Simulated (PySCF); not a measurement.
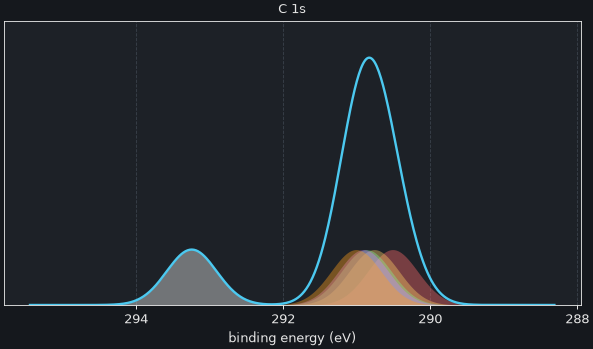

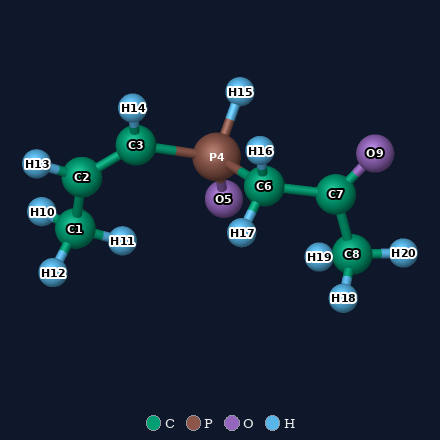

Simulated XPS of C₆H₁₁O₂P, SMILES C/C=C\[P@H](=O)CC(C)=O. Vertical core-electron binding energies by ΔSCF (SCAN, pcX-2 on the ionised atom, pcseg-1 elsewhere, spin-free X2C; PySCF 2.14.0, at a PBE0-D3(BJ)/def2-SVP geometry (no frequency check)), gas phase, against the vacuum level. One atom of each kind was ionised; within a panel, areas follow the number of like atoms, Gaussians of 0.8 eV full width. Only the regions named are shown. Lines closer than the width merge in the curve.

**Assign the components.**

```tsv
level	atoms	binding energy (eV)
C 1s	C7	293.2
C 1s	C2	291.0
C 1s	C6	290.9
C 1s	C1	290.9
C 1s	C8	290.8
C 1s	C3	290.5
```

**How large is the chemical shift across the C 1s region?**

2.7 eV, from C3 at 290.5 eV to C7 at 293.2 eV.

Note: one conformer of a flexible molecule.
